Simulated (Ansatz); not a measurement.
Cost and result by functional for the surface energy of the (11-20) surface of hcp Tl in its 1x1 cell, outermost plane spacing 1.79 Å in the ideal cut, in Ansatz (plane waves, PAW). Single points on the PBE structure, on one kind of machine; costs are rough ratios of the slab run's core time (references not counted) to the cheapest single point. r2SCAN's cost holds its higher cutoff (500 against 420 eV). Differences are taken against r2SCAN for comparison alone: no measured value is at hand, so the table doesn't rank accuracy.

Set-up: 14 atoms, 10.7 Å thick at the start; mesh 7x6x1; 0.1 eV smearing; dipole correction on; all atoms relaxed; held to the start's symmetry, so lower structures may exist; no spin, no spin-orbit, no U. These notes are the PBE run's.

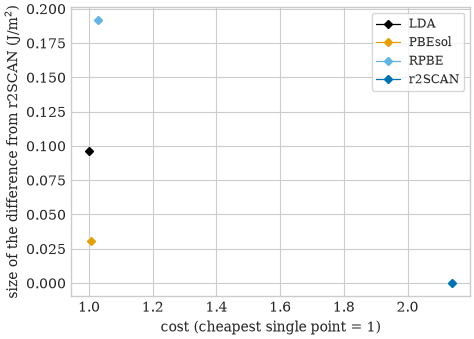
Figure: Difference from r2SCAN against cost

```json
[
 {"functional": "LDA", "relative cost": "1", "surface energy (J/m²)": "0.48", "less r2SCAN (J/m²)": "0.10"},
 {"functional": "PBEsol", "relative cost": "1", "surface energy (J/m²)": "0.41", "less r2SCAN (J/m²)": "0.03"},
 {"functional": "RPBE", "relative cost": "1", "surface energy (J/m²)": "0.19", "less r2SCAN (J/m²)": "-0.19"},
 {"functional": "r2SCAN", "relative cost": "2", "surface energy (J/m²)": "0.38", "less r2SCAN (J/m²)": "0.00"},
 {"functional": "PBE (the relaxed run's value)", "relative cost": "–", "surface energy (J/m²)": "0.30", "less r2SCAN (J/m²)": "-0.08"}
]
```

The values span 0.29 J/m², while the single points' costs differ by a factor of roughly 2. Differences are of unrounded values.

Ansatz is a quantum-chemistry and plane-wave program.
